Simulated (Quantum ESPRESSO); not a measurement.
# Cost against accuracy: ecutwfc for BN (P6_3/mmc, 8 atoms in the cell)

Cell: a = 2.3217 Å, b = 2.3217 Å, c = 10.0271 Å, α = 90.00°, β = 90.00°, γ = 120.00°.

Level of theory: PBEsol, GBRV 1.5 ultrasoft (PBESOL) pseudopotentials (plane waves; Quantum ESPRESSO).

Base settings: ecutwfc = 40 Ry; ecutrho = 200 Ry; occupations = smearing; smearing = marzari-vanderbilt; degauss = 0.0073499 Ry; potentials = {B: b_pbesol_v1.4.uspp.F.UPF, N: n_pbesol_v1.2.uspp.F.UPF}; K_POINTS = automatic 16 16 4 0 0 0; conv_thr = 1e-09 Ry; mixing_beta = 0.5.

Misses are taken against the tightest run, 80 Ry (ecutrho: 200 Ry → 400 Ry), which need not be fully converged itself. The energy is the free energy per atom.

The count of work is k-points × plane waves × bands × iterations; it is no time, and leaves out set-up, grids and terms that scale otherwise. Core times come from one kind of shared machine and are given to one figure; runs under 30 s give none.

The starting cell was generated: these elements placed on a structure prototype, without a prior relaxation; it need not be a known phase or ordering of this composition. Its lattice was rescaled by a random factor within 2.5 % of one. In the base run, with a pressure of about 58 GPa the cell is away from its equilibrium volume at this level. In the base run, forces exceed 1 eV/Å. The run gives no clean gap (levels at the Fermi energy touch, overlap or are partly filled at this smearing), which alone does not show that the compound is a metal.

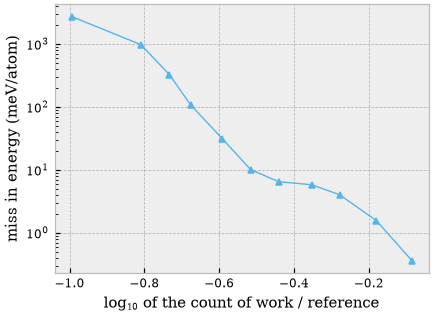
Fig. 1. Miss against the count of work; the reference run is not drawn, and misses under 0.1 meV/atom are drawn there.

| ecutwfc | energy less reference (meV/atom) | pressure less reference (GPa) | largest difference in the force on any atom (eV/Å) | count of work / reference | core time / reference (rough) |
|---|---|---|---|---|---|
| 16 Ry (ecutrho: 200 Ry → 80 Ry) | 2755.28 | -158.69 | 2.447 | 0.10 | – |
| 20 Ry (ecutrho: 200 Ry → 100 Ry) | 985.77 | -85.84 | 0.975 | 0.16 | – |
| 24 Ry (ecutrho: 200 Ry → 120 Ry) | 329.49 | -39.77 | 0.053 | 0.18 | – |
| 28 Ry (ecutrho: 200 Ry → 140 Ry) | 107.90 | -17.04 | 0.087 | 0.21 | – |
| 32 Ry (ecutrho: 200 Ry → 160 Ry) | 31.63 | -5.88 | 0.006 | 0.26 | – |
| 36 Ry (ecutrho: 200 Ry → 180 Ry) | 10.18 | -1.28 | 0.006 | 0.30 | 0.5 |
| 40 Ry | 6.51 | 0.02 | 0.006 | 0.36 | 0.5 |
| 46 Ry (ecutrho: 200 Ry → 230 Ry) | 5.84 | -0.04 | 0.005 | 0.44 | 0.5 |
| 52 Ry (ecutrho: 200 Ry → 260 Ry) | 4.04 | -0.25 | 0.002 | 0.53 | 0.7 |
| 60 Ry (ecutrho: 200 Ry → 300 Ry) | 1.57 | -0.17 | 0.001 | 0.66 | 0.7 |
| 70 Ry (ecutrho: 200 Ry → 350 Ry) | 0.36 | 0.02 | 0.001 | 0.82 | 0.8 |
| 80 Ry (ecutrho: 200 Ry → 400 Ry) | 0.00 | 0.00 | 0.000 | 1.0 | 1 |

Coarsest setting among those run that, with all tighter ones, holds the energy within 2 meV/atom of the reference: 60 Ry (ecutrho: 200 Ry → 300 Ry), off by 1.6 meV/atom; its saving against the reference is no more than about a factor of 2 in the count of work.

Coarsest setting among those run that, with all tighter ones, holds the energy within 1 meV/atom of the reference: 70 Ry (ecutrho: 200 Ry → 350 Ry), off by 0.36 meV/atom; its saving against the reference is no more than about a factor of 2 in the count of work.

The step from 16 Ry (ecutrho: 200 Ry → 80 Ry) to 32 Ry (ecutrho: 200 Ry → 160 Ry): it takes the miss in the energy from 2800 to 32 meV/atom, for 2.5 times the count of work.
